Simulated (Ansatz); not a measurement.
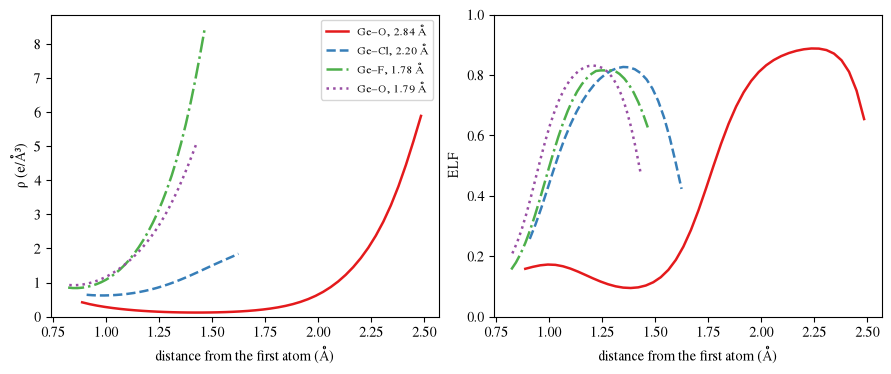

*ClFGeH₂O···H₂O. Total electron density and ELF along straight lines between neighbouring atoms. The curves leave out the atomic cores.*

Level of theory: RKS BLYP/def2-SVP in Ansatz 0.2.0.

The calculation's input:

```
crystal:
  periodic: [false, false, false]
  atoms:
    - { symbol: Ge, position_ang: [-0.149039, 0.159842, -0.118917] }
    - { symbol: Cl, position_ang: [-0.346181, 0.178361, 2.088078] }
    - { symbol: F, position_ang: [1.517324, 0.474202, -0.519577] }
    - { symbol: O, position_ang: [-0.956296, 1.624284, -0.758068] }
    - { symbol: H, position_ang: [-1.922514, 1.618173, -0.591896] }
    - { symbol: H, position_ang: [-0.701912, -1.133311, -0.741091] }
    - { symbol: O, position_ang: [1.243825, -2.263521, 0.889778] }
    - { symbol: H, position_ang: [0.533081, -2.863938, 1.201078] }
    - { symbol: H, position_ang: [1.378113, -1.688092, 1.687415] }
basis:
  gaussian: { orbitals: def2-SVP }
hamiltonian:
  xc: blyp
relax:
  f_tol: 0.03
  max_steps: 50
output:
  orbitals: {}
```

Command:

```sh
ansatz run input.yaml --threads 4 --pin off --max-ram 5120MiB --backend cpu --events-out ev --progress --plain --runs-dir out
```

The fields are those of the run's last geometry, not of the input's.

Question: What can be read from the curves?

Answer: Ge1···O7 (2.84 Å): the density falls to about 0.12 e/Å³ on the way; the ELF dips to about 0.10 between them.
Ge–Cl (2.20 Å): ρ at the midpoint is about 0.67 e/Å³; the ELF peaks at about 0.85 in the valence shell of Cl, 0.9 Å from its nucleus, and is about 0.65 at the midpoint.
Ge–F (1.78 Å): the density is about 0.85 e/Å³ at the midpoint; the ELF peaks at about 0.80 in the valence shell of F, 0.5 Å from its nucleus, and is about 0.25 at the midpoint.
Ge–O (1.79 Å): the density is about 0.95 e/Å³ at the midpoint; the ELF peaks at about 0.85 in the valence shell of O, 0.6 Å from its nucleus, and is about 0.35 at the midpoint.
